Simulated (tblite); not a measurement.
**C$_{5}$H$_{10}$NSi: geometry relaxation (part 2 of 2)**

C$_{5}$H$_{10}$NSi, multiplicity 2; GFN2-xTB geometry optimisation, gas phase (tblite 0.8.0). It belongs to a series of runs on one base structure; here: H removed from sp2 C.

Geometry of the input (Å):
```
C  -3.2121  -0.1958  -0.1665
C  -1.9527  -0.2120  0.0174
C  -0.7430  0.3863  -0.7011
C  -0.0380  0.2183  0.6539
N  1.2974  -0.3779  0.4871
Si 2.6703  0.5140  0.0080
C  -1.0399  -0.9095  1.0347
H  -4.2680  -0.1703  -0.3234
H  -0.8403  1.4284  -1.0265
H  -0.3790  -0.2084  -1.5385
H  -0.0842  1.0799  1.3292
H  1.5773  -0.9625  1.2657
H  2.3485  1.2554  -1.2198
H  3.7820  -0.4512  -0.1909
H  2.9899  1.4462  1.1238
H  -0.7580  -1.9366  0.7866
H  -1.3572  -0.8921  2.0890
```

Trajectory as extended XYZ, continued
```
17
Properties=species:S:1:pos:R:3:forces:R:3 step=57 energy=-553.45721
C    -3.1886   -0.1874   -0.4203   -0.0330  -0.0220  -0.0050
C    -1.9490   -0.1873   -0.1029   -0.0270   0.0010  -0.0260
C    -0.7152    0.5172   -0.6200    0.0200   0.0310  -0.0010
C     0.0166    0.1493    0.6846    0.0270  -0.0090   0.0080
N     1.3235   -0.4326    0.5226   -0.0110   0.0050   0.0030
Si    2.6729    0.4997   -0.0014   -0.0250  -0.0040   0.0020
C    -1.1218   -0.8178    1.0359    0.0440   0.0050   0.0420
H    -4.1227   -0.5926   -0.1176   -0.0020  -0.0020  -0.0140
H    -0.8310    1.5747   -0.8384    0.0000   0.0530  -0.0100
H    -0.2859    0.0094   -1.4810    0.0170  -0.0150  -0.0080
H     0.0336    1.0026    1.3773   -0.0040   0.0020   0.0150
H     1.4973   -1.1544    1.2066   -0.0110   0.0080  -0.0060
H     2.2755    1.1132   -1.2672    0.0260  -0.0130  -0.0250
H     3.7587   -0.4690   -0.1214   -0.0180  -0.0070  -0.0090
H     3.0620    1.5756    0.9254    0.0110   0.0110   0.0030
H    -0.8791   -1.8557    0.8169    0.0070  -0.0220  -0.0010
H    -1.5539   -0.7326    2.0296   -0.0230  -0.0210   0.0310
17
Properties=species:S:1:pos:R:3:forces:R:3 step=62 energy=-553.46016
C    -3.1894   -0.2097   -0.4341    0.0800  -0.0320   0.0190
C    -1.9515   -0.1857   -0.1068    0.0310   0.0220   0.0320
C    -0.7215    0.5447   -0.6068   -0.0310  -0.0080   0.0220
C     0.0117    0.1641    0.6961   -0.0420   0.0180  -0.0040
N     1.3141   -0.4238    0.5269   -0.0010   0.0450  -0.0070
Si    2.6743    0.4824   -0.0142    0.0140   0.0230   0.0000
C    -1.1211   -0.8116    1.0405   -0.0500  -0.0120  -0.0620
H    -4.1110   -0.6463   -0.1370   -0.0140   0.0080  -0.0150
H    -0.8545    1.6071   -0.8050    0.0270  -0.0480  -0.0020
H    -0.2817    0.0554   -1.4763   -0.0190   0.0420   0.0540
H     0.0251    1.0084    1.4010    0.0390   0.0010  -0.0150
H     1.4879   -1.1403    1.2161   -0.0050  -0.0100   0.0070
H     2.3115    1.0807   -1.2979   -0.0090  -0.0300  -0.0140
H     3.7500   -0.5012   -0.1081   -0.0260  -0.0110  -0.0070
H     3.0767    1.5720    0.8908    0.0030   0.0090   0.0100
H    -0.8649   -1.8450    0.8098   -0.0210   0.0010   0.0390
H    -1.5626   -0.7391    2.0338    0.0240  -0.0180  -0.0580
17
Properties=species:S:1:pos:R:3:forces:R:3 step=66 energy=-553.46329
C    -3.1825   -0.2419   -0.4516    0.0020  -0.0040   0.0010
C    -1.9517   -0.1841   -0.1043    0.0010  -0.0130  -0.0040
C    -0.7332    0.5758   -0.5841    0.0150   0.0000   0.0160
C     0.0027    0.1810    0.7115    0.0200  -0.0090   0.0150
N     1.3073   -0.4002    0.5371   -0.0030  -0.0110  -0.0130
Si    2.6788    0.4720   -0.0282   -0.0020  -0.0020   0.0070
C    -1.1233   -0.8095    1.0396    0.0250  -0.0010   0.0220
H    -4.1024   -0.6980   -0.1767    0.0240   0.0110  -0.0160
H    -0.8759    1.6391   -0.7625   -0.0070  -0.0030   0.0020
H    -0.2809    0.1133   -1.4597   -0.0100   0.0040   0.0010
H     0.0201    1.0146    1.4281   -0.0010   0.0080   0.0040
H     1.4754   -1.1333    1.2107    0.0070   0.0210  -0.0080
H     2.3418    1.0335   -1.3356   -0.0280  -0.0170  -0.0060
H     3.7320   -0.5373   -0.0879   -0.0020  -0.0210  -0.0120
H     3.1081    1.5767    0.8442   -0.0150   0.0220   0.0140
H    -0.8554   -1.8413    0.8178   -0.0060  -0.0050  -0.0250
H    -1.5680   -0.7484    2.0304   -0.0220   0.0200   0.0010
17
Properties=species:S:1:pos:R:3:forces:R:3 step=71 energy=-553.46418
C    -3.1762   -0.2506   -0.4602    0.0170   0.0010   0.0050
C    -1.9481   -0.1839   -0.1052    0.0060   0.0170   0.0010
C    -0.7327    0.5864   -0.5747    0.0000   0.0010  -0.0110
C     0.0033    0.1855    0.7187   -0.0050  -0.0020  -0.0090
N     1.3053   -0.3973    0.5358    0.0010   0.0000   0.0060
Si    2.6794    0.4687   -0.0325   -0.0070  -0.0060  -0.0040
C    -1.1223   -0.8078    1.0419   -0.0110   0.0090  -0.0080
H    -4.0895   -0.7184   -0.1856   -0.0090   0.0000  -0.0170
H    -0.8808    1.6500   -0.7474   -0.0080  -0.0020   0.0130
H    -0.2793    0.1326   -1.4540    0.0100   0.0010  -0.0020
H     0.0217    1.0169    1.4389    0.0080  -0.0170   0.0000
H     1.4748   -1.1292    1.2091    0.0140  -0.0090   0.0180
H     2.3409    1.0126   -1.3475   -0.0140  -0.0020   0.0070
H     3.7241   -0.5515   -0.0868   -0.0030   0.0100  -0.0030
H     3.1059    1.5810    0.8345   -0.0130  -0.0070  -0.0140
H    -0.8565   -1.8397    0.8154    0.0060   0.0140   0.0170
H    -1.5769   -0.7433    2.0282    0.0080  -0.0070   0.0000
17
Properties=species:S:1:pos:R:3:forces:R:3 step=75 energy=-553.46477
C    -3.1694   -0.2579   -0.4693   -0.0160  -0.0030  -0.0110
C    -1.9447   -0.1814   -0.1052   -0.0130  -0.0140  -0.0090
C    -0.7324    0.5965   -0.5675    0.0110   0.0000   0.0200
C     0.0034    0.1887    0.7244    0.0080  -0.0100   0.0170
N     1.3048   -0.3946    0.5399   -0.0110  -0.0260   0.0080
Si    2.6781    0.4641   -0.0385   -0.0200  -0.0090  -0.0050
C    -1.1233   -0.8042    1.0438    0.0110  -0.0040   0.0070
H    -4.0816   -0.7351   -0.2064    0.0000   0.0090  -0.0110
H    -0.8899    1.6607   -0.7262    0.0180  -0.0010  -0.0140
H    -0.2752    0.1513   -1.4494   -0.0010   0.0260   0.0020
H     0.0232    1.0141    1.4507    0.0110   0.0100  -0.0030
H     1.4780   -1.1303    1.2086   -0.0130   0.0080   0.0170
H     2.3349    0.9929   -1.3570   -0.0090   0.0140  -0.0180
H     3.7169   -0.5610   -0.0835    0.0200   0.0030  -0.0070
H     3.1060    1.5842    0.8154   -0.0020   0.0070  -0.0020
H    -0.8544   -1.8353    0.8205    0.0000  -0.0100   0.0070
H    -1.5813   -0.7405    2.0286    0.0080   0.0000   0.0010
17
Properties=species:S:1:pos:R:3:forces:R:3 step=79 energy=-553.46606
C    -3.1567   -0.2679   -0.4906    0.0280   0.0060  -0.0140
C    -1.9380   -0.1775   -0.1095    0.0250  -0.0230   0.0290
C    -0.7252    0.6131   -0.5506   -0.0300  -0.0060  -0.0100
C     0.0067    0.1894    0.7385   -0.0160   0.0210  -0.0090
N     1.3008   -0.4055    0.5468    0.0200   0.0030  -0.0310
Si    2.6648    0.4525   -0.0524    0.0330   0.0120  -0.0230
C    -1.1249   -0.7979    1.0487   -0.0200  -0.0330   0.0040
H    -4.0636   -0.7610   -0.2418   -0.0220   0.0040  -0.0050
H    -0.8921    1.6778   -0.6966    0.0290   0.0150   0.0190
H    -0.2624    0.1899   -1.4398    0.0080  -0.0050   0.0000
H     0.0377    1.0095    1.4699    0.0010   0.0150   0.0130
H     1.4827   -1.1318    1.2227   -0.0310  -0.0040   0.0350
H     2.3103    0.9645   -1.3771    0.0070  -0.0040   0.0190
H     3.7098   -0.5695   -0.0898   -0.0050   0.0380  -0.0070
H     3.0859    1.5893    0.7865   -0.0030  -0.0250  -0.0270
H    -0.8540   -1.8298    0.8340   -0.0050  -0.0320  -0.0140
H    -1.5888   -0.7328    2.0297   -0.0190   0.0190   0.0220
17
Properties=species:S:1:pos:R:3:forces:R:3 step=84 energy=-553.46769
C    -3.1383   -0.2822   -0.5146   -0.0040  -0.0090  -0.0030
C    -1.9295   -0.1819   -0.1055   -0.0280   0.0080  -0.0180
C    -0.7232    0.6297   -0.5283    0.0150   0.0000   0.0070
C     0.0084    0.1919    0.7555    0.0030  -0.0130   0.0060
N     1.2987   -0.4103    0.5536   -0.0110  -0.0060   0.0100
Si    2.6554    0.4411   -0.0720   -0.0110  -0.0020   0.0040
C    -1.1249   -0.7989    1.0591    0.0000   0.0130  -0.0010
H    -4.0554   -0.7770   -0.3063    0.0310   0.0150   0.0020
H    -0.8957    1.6969   -0.6513    0.0010  -0.0080   0.0150
H    -0.2511    0.2318   -1.4246   -0.0100  -0.0120   0.0100
H     0.0491    1.0056    1.4951   -0.0140  -0.0170  -0.0020
H     1.4796   -1.1291    1.2394    0.0040   0.0320  -0.0060
H     2.2870    0.9306   -1.3997    0.0060  -0.0020  -0.0150
H     3.7035   -0.5739   -0.0957    0.0290  -0.0020  -0.0170
H     3.0775    1.5945    0.7386    0.0100   0.0090   0.0060
H    -0.8508   -1.8320    0.8490   -0.0180   0.0070   0.0160
H    -1.5974   -0.7248    2.0366   -0.0020  -0.0130  -0.0130
17
Properties=species:S:1:pos:R:3:forces:R:3 step=88 energy=-553.46835
C    -3.1280   -0.2892   -0.5314   -0.0070   0.0070  -0.0010
C    -1.9254   -0.1783   -0.1079    0.0060   0.0030  -0.0030
C    -0.7186    0.6393   -0.5171   -0.0160   0.0000  -0.0030
C     0.0086    0.1912    0.7641   -0.0040   0.0020  -0.0010
N     1.2949   -0.4153    0.5552    0.0190   0.0090  -0.0060
Si    2.6487    0.4337   -0.0815    0.0160   0.0040  -0.0090
C    -1.1286   -0.7958    1.0624   -0.0150  -0.0100  -0.0080
H    -4.0407   -0.7917   -0.3258   -0.0010  -0.0010  -0.0020
H    -0.8930    1.7076   -0.6266    0.0010  -0.0060  -0.0030
H    -0.2440    0.2506   -1.4159   -0.0060   0.0010   0.0080
H     0.0542    0.9992    1.5086   -0.0120   0.0040   0.0140
H     1.4799   -1.1219    1.2509    0.0280  -0.0160   0.0240
H     2.2768    0.9117   -1.4133    0.0070  -0.0070   0.0000
H     3.7057   -0.5748   -0.1062   -0.0100   0.0180  -0.0050
H     3.0672    1.5971    0.7187    0.0080  -0.0100  -0.0030
H    -0.8571   -1.8302    0.8586   -0.0080  -0.0110  -0.0050
H    -1.6076   -0.7211    2.0361   -0.0070   0.0110   0.0040
17
Properties=species:S:1:pos:R:3:forces:R:3 step=93 energy=-553.46890
C    -3.1208   -0.2960   -0.5469   -0.0010   0.0070   0.0050
C    -1.9241   -0.1776   -0.1089   -0.0030  -0.0070   0.0080
C    -0.7204    0.6502   -0.5036    0.0140  -0.0010   0.0050
C     0.0075    0.1912    0.7736    0.0010  -0.0040   0.0070
N     1.2961   -0.4126    0.5615   -0.0070  -0.0110   0.0250
Si    2.6479    0.4278   -0.0927   -0.0160   0.0030   0.0010
C    -1.1328   -0.7968    1.0644    0.0070  -0.0010   0.0030
H    -4.0317   -0.8071   -0.3557   -0.0050  -0.0030   0.0000
H    -0.8994    1.7186   -0.5981   -0.0010   0.0100  -0.0110
H    -0.2439    0.2757   -1.4067    0.0090  -0.0010  -0.0090
H     0.0502    0.9932    1.5259    0.0040  -0.0110  -0.0030
H     1.4895   -1.1130    1.2632    0.0020   0.0240  -0.0100
H     2.2735    0.8863   -1.4298    0.0000   0.0020  -0.0080
H     3.7065   -0.5772   -0.1102    0.0020  -0.0110  -0.0030
H     3.0746    1.5981    0.6912    0.0030   0.0080   0.0030
H    -0.8632   -1.8329    0.8656   -0.0080   0.0000  -0.0040
H    -1.6166   -0.7158    2.0359   -0.0020  -0.0050  -0.0090
17
Properties=species:S:1:pos:R:3:forces:R:3 step=97 energy=-553.46906
C    -3.1210   -0.2924   -0.5446   -0.0050   0.0070  -0.0040
C    -1.9236   -0.1773   -0.1080    0.0030   0.0010  -0.0060
C    -0.7177    0.6477   -0.5042   -0.0010  -0.0020  -0.0040
C     0.0081    0.1885    0.7743   -0.0010   0.0010  -0.0020
N     1.2967   -0.4151    0.5632    0.0030   0.0090  -0.0070
Si    2.6452    0.4294   -0.0930    0.0080   0.0010  -0.0010
C    -1.1332   -0.7981    1.0645   -0.0020  -0.0020  -0.0020
H    -4.0333   -0.8014   -0.3552   -0.0050  -0.0020   0.0030
H    -0.8954    1.7165   -0.6038    0.0070  -0.0070   0.0040
H    -0.2417    0.2696   -1.4064    0.0050  -0.0010   0.0020
H     0.0511    0.9906    1.5259   -0.0010  -0.0010   0.0070
H     1.4941   -1.1097    1.2685    0.0000   0.0010   0.0090
H     2.2719    0.8899   -1.4301   -0.0060   0.0010   0.0020
H     3.7074   -0.5728   -0.1174   -0.0080  -0.0040   0.0030
H     3.0699    1.5979    0.6955    0.0020   0.0040  -0.0060
H    -0.8671   -1.8348    0.8649    0.0020  -0.0020  -0.0020
H    -1.6183   -0.7165    2.0348    0.0010  -0.0050   0.0040
17
Properties=species:S:1:pos:R:3:forces:R:3 step=101 energy=-553.46920
C    -3.1250   -0.2856   -0.5403    0.0060  -0.0050   0.0000
C    -1.9249   -0.1787   -0.1084   -0.0070   0.0020  -0.0010
C    -0.7168    0.6417   -0.5076    0.0010   0.0000   0.0020
C     0.0080    0.1856    0.7723   -0.0010   0.0010   0.0030
N     1.2993   -0.4136    0.5637   -0.0020  -0.0120   0.0110
Si    2.6471    0.4334   -0.0916   -0.0100   0.0010   0.0020
C    -1.1336   -0.8013    1.0631    0.0010  -0.0010  -0.0040
H    -4.0401   -0.7907   -0.3514    0.0080   0.0080   0.0050
H    -0.8913    1.7104   -0.6104    0.0030   0.0030  -0.0030
H    -0.2412    0.2593   -1.4085    0.0000   0.0000   0.0090
H     0.0482    0.9877    1.5244   -0.0060   0.0020  -0.0050
H     1.4978   -1.1048    1.2729    0.0020   0.0100  -0.0060
H     2.2699    0.8974   -1.4265   -0.0030   0.0000   0.0050
H     3.7077   -0.5699   -0.1194   -0.0020  -0.0070   0.0010
H     3.0742    1.5997    0.6992    0.0000   0.0020  -0.0080
H    -0.8695   -1.8383    0.8624    0.0070   0.0010  -0.0050
H    -1.6169   -0.7203    2.0348    0.0020  -0.0040  -0.0060
17
Properties=species:S:1:pos:R:3:forces:R:3 step=106 energy=-553.46946
C    -3.1217   -0.2858   -0.5457    0.0070   0.0070  -0.0090
C    -1.9233   -0.1779   -0.1099    0.0130   0.0050   0.0010
C    -0.7149    0.6462   -0.5015    0.0020   0.0050   0.0010
C     0.0066    0.1856    0.7780    0.0010  -0.0010   0.0000
N     1.2983   -0.4126    0.5698   -0.0020   0.0200  -0.0040
Si    2.6430    0.4301   -0.0974    0.0030  -0.0040   0.0000
C    -1.1341   -0.8045    1.0606    0.0060  -0.0020   0.0040
H    -4.0362   -0.7923   -0.3614   -0.0060  -0.0020   0.0070
H    -0.8888    1.7152   -0.6014   -0.0040   0.0010   0.0000
H    -0.2342    0.2679   -1.4011   -0.0050  -0.0070  -0.0050
H     0.0442    0.9842    1.5337   -0.0060   0.0060   0.0020
H     1.5056   -1.0860    1.2924   -0.0030  -0.0230   0.0190
H     2.2621    0.8876   -1.4328   -0.0070  -0.0030  -0.0070
H     3.6978   -0.5805   -0.1229   -0.0020   0.0140   0.0020
H     3.0742    1.6036    0.6806    0.0070  -0.0060  -0.0030
H    -0.8659   -1.8395    0.8564    0.0040  -0.0040  -0.0090
H    -1.6195   -0.7291    2.0314   -0.0060  -0.0040   0.0020
17
Properties=species:S:1:pos:R:3:forces:R:3 step=110 energy=-553.46967
C    -3.1240   -0.2783   -0.5429   -0.0060  -0.0030   0.0110
C    -1.9236   -0.1777   -0.1103   -0.0030  -0.0030  -0.0010
C    -0.7130    0.6412   -0.5045    0.0010  -0.0070  -0.0030
C     0.0055    0.1831    0.7774   -0.0010   0.0070   0.0050
N     1.3004   -0.4094    0.5750    0.0070  -0.0060   0.0240
Si    2.6430    0.4340   -0.0956   -0.0040   0.0030  -0.0040
C    -1.1337   -0.8097    1.0575   -0.0040   0.0040  -0.0040
H    -4.0414   -0.7787   -0.3518    0.0150   0.0060  -0.0030
H    -0.8830    1.7104   -0.6105    0.0000  -0.0060  -0.0030
H    -0.2339    0.2540   -1.4013   -0.0010   0.0050  -0.0040
H     0.0348    0.9833    1.5319    0.0040   0.0000   0.0050
H     1.5093   -1.0821    1.2994   -0.0140   0.0110  -0.0120
H     2.2573    0.8953   -1.4287   -0.0060  -0.0100  -0.0020
H     3.6957   -0.5774   -0.1229    0.0100   0.0000  -0.0050
H     3.0839    1.6060    0.6790   -0.0010  -0.0020   0.0050
H    -0.8650   -1.8440    0.8485    0.0010   0.0100  -0.0070
H    -1.6193   -0.7379    2.0286    0.0010  -0.0090  -0.0030
17
Properties=species:S:1:pos:R:3:forces:R:3 step=115 energy=-553.47000
C    -3.1193   -0.2762   -0.5476   -0.0050   0.0090  -0.0020
C    -1.9201   -0.1763   -0.1125    0.0020   0.0040   0.0000
C    -0.7096    0.6458   -0.4989   -0.0010   0.0040   0.0010
C     0.0033    0.1860    0.7857   -0.0010  -0.0010  -0.0020
N     1.3009   -0.4024    0.5910   -0.0060   0.0110  -0.0130
Si    2.6382    0.4299   -0.1030    0.0070  -0.0040   0.0080
C    -1.1333   -0.8135    1.0534    0.0030  -0.0010   0.0010
H    -4.0348   -0.7793   -0.3584   -0.0140  -0.0080   0.0000
H    -0.8817    1.7148   -0.6023    0.0010   0.0030  -0.0030
H    -0.2282    0.2630   -1.3963    0.0080   0.0000   0.0070
H     0.0260    0.9822    1.5447   -0.0070   0.0050  -0.0030
H     1.5123   -1.0617    1.3258    0.0030  -0.0100   0.0070
H     2.2439    0.8778   -1.4383   -0.0040  -0.0140   0.0050
H     3.6872   -0.5861   -0.1268    0.0080   0.0060  -0.0080
H     3.0898    1.6076    0.6564    0.0000   0.0020   0.0000
H    -0.8576   -1.8434    0.8333    0.0040  -0.0040  -0.0010
H    -1.6241   -0.7562    2.0227    0.0030  -0.0010   0.0030
17
Properties=species:S:1:pos:R:3:forces:R:3 step=119 energy=-553.47020
C    -3.1216   -0.2693   -0.5443   -0.0050  -0.0030  -0.0010
C    -1.9202   -0.1758   -0.1130   -0.0050   0.0030  -0.0010
C    -0.7085    0.6450   -0.4993    0.0000  -0.0010   0.0000
C     0.0011    0.1868    0.7873    0.0000   0.0010   0.0010
N     1.3020   -0.3966    0.5991   -0.0030  -0.0010  -0.0010
Si    2.6388    0.4295   -0.1024   -0.0020   0.0050   0.0050
C    -1.1322   -0.8180    1.0497    0.0010   0.0000  -0.0020
H    -4.0381   -0.7718   -0.3565    0.0000   0.0020   0.0010
H    -0.8782    1.7139   -0.6074   -0.0020  -0.0010   0.0020
H    -0.2242    0.2585   -1.3935    0.0000  -0.0030   0.0010
H     0.0144    0.9834    1.5460    0.0070   0.0000   0.0030
H     1.5141   -1.0515    1.3379    0.0000  -0.0050   0.0040
H     2.2351    0.8698   -1.4370    0.0020  -0.0030  -0.0010
H     3.6888   -0.5852   -0.1316    0.0040  -0.0010  -0.0010
H     3.0961    1.6086    0.6514    0.0000   0.0050  -0.0030
H    -0.8521   -1.8451    0.8223    0.0010  -0.0010  -0.0040
H    -1.6222   -0.7701    2.0200    0.0020   0.0030  -0.0040
```

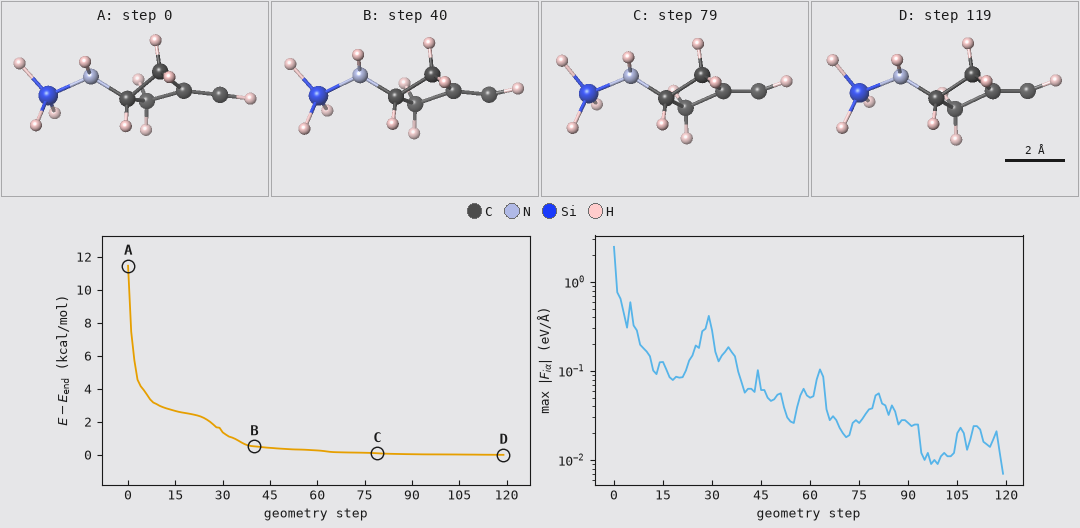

Fig. 1: Frames of the relaxation (ball-and-stick view, seen at a tilt) above the curves, on which the letters mark them (steps are counted from 0).

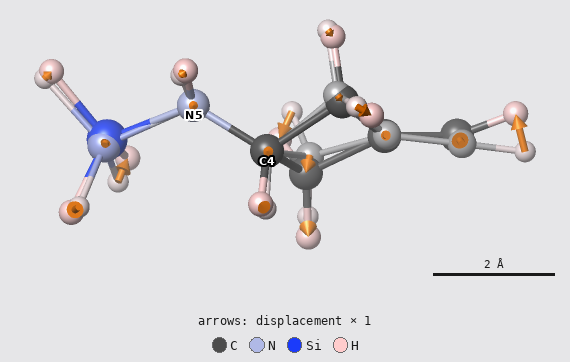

Fig. 2: Start (faint) and end (solid) with the displacements as orange arrows, at true length (ball-and-stick view, seen at a tilt). The two geometries are laid on each other by the best rigid fit. The atom that moves furthest after the best rigid fit is H8 (0.65 Å). Largest moves by element: H 0.65 Å, C 0.40 Å, Si 0.14 Å, N 0.11 Å. Among the contacts that change: C4–N5 1.472 → 1.438 Å, Si6–H14 1.486 → 1.460 Å, C4–C7 1.556 → 1.537 Å, Si6–H15 1.489 → 1.472 Å. Among the angles that change: C2–C1–H8 179.3° → 141.7°, Si6–N5–H12 107.2° → 116.5°, N5–Si6–H15 106.8° → 114.6°. Over 119 geometry steps the energy falls by 11.5 kcal/mol. The largest force component goes from 2.5 to 0.007 eV/Å. (Atoms are counted from 1 in the order of the input.)

Summary

| quantity | value |
| --- | --- |
| outcome | converged |
| total energy | −553.4702 eV |
| hardware | 1 CPU thread, shared host |
| wall time | 0.57 s |
| peak memory | 0.24 GiB |
